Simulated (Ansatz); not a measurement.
Consider H6PbCNCl3 (Pm).

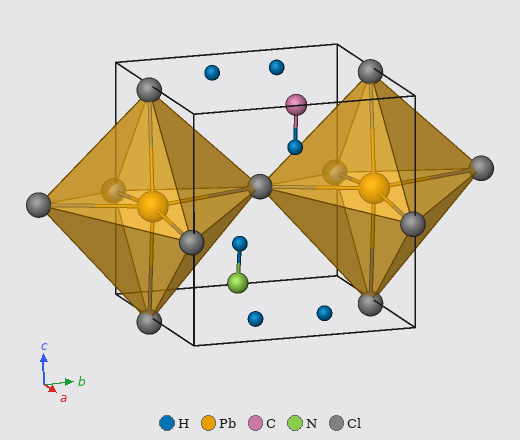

The structure (hydrogen blue, lead orange, carbon pink, nitrogen green, chlorine grey). Bonds to atoms that aren't drawn are left out. Some periodic images of atoms are drawn too.

```
H Pb C N Cl
1.0
     5.75283    0.00000    0.00000
     0.00000    5.76467    0.00000
    -0.00260    0.00000    5.85520
H Pb C N Cl
6 1 1 1 3
Direct
  0.87948 0.50000 0.79042
  0.81325 0.34407 0.04739
  0.81325 0.65593 0.04739
  0.22966 0.35432 0.97854
  0.22966 0.64568 0.97854
  0.17096 0.50000 0.21641
  0.47399 0.00000 0.48387
  0.89427 0.50000 0.97685
  0.14493 0.50000 0.04073
  0.42789 0.00000 0.97556
  0.42919 0.50000 0.52004
  0.97183 0.00000 0.43966
```

The cell and positions are those that the Materials Project relaxed with its own functionals (PBE, PBE+U or r2SCAN), kept fixed. Spin-orbit coupling is left out unless a run names it. PAW set soft_2, made with PBE.

Gaps computed with Ansatz 0.2.0 without a self-energy: r2SCAN 2.94 eV, r2SCAN+SOC 1.71 eV and PBE0 3.98 eV.

Estimate the G0W0@r2SCAN gap with 2×2×2 mesh, 892 empty bands, screening to 160 eV, default PAW files.

About 4.32 eV: on its mesh the run moves the gap from 2.91 eV by +1.40 eV. Among the scalar-relativistic levels given, PBE0 is nearest (−0.34 eV). Spin-orbit coupling is not in that value; its −1.23 eV at the r2SCAN level would bring it to about 3.08 eV. Bands and cutoff are finite, so the gap is not at the basis limit. The miss can reach some tenths of an eV and take either sign; the mesh is an error of its own. The 2×2×2 mesh is coarse for this cell (its supercell is 12 Å along the shortest edge). The RPA ε∞ on it, from the r2SCAN start, is 3.93, 4.15 and 4.53; such meshes misread the long-range screening, most where the gap is narrow. Where an edge is built on 6p states of lead, bismuth or thallium, scalar-relativistic gaps usually stand too wide, by a few tenths to over one eV. The many-body steps are scalar-relativistic: spin-orbit coupling is not in them.

[Paths, hosts, dates, memory and timing lines, banners, echoed tables and standing remarks are left out of the program output.]

[Logs are printed without paths, hosts, clocks, repeated set-up lines and the standing remarks that a program may print on its own settings, such as how far it seeks lower states.]

[Runs of the session that timed out or met a known fault of the program may be left out.]

[Cells called generated may have been cut or substituted from an entry of the Crystallography Open Database or the Materials Project.]

[Hosts, paths, dates, database ids (printed as entryN), source tags and the programs' standing remarks are cut or masked in the printed files.]
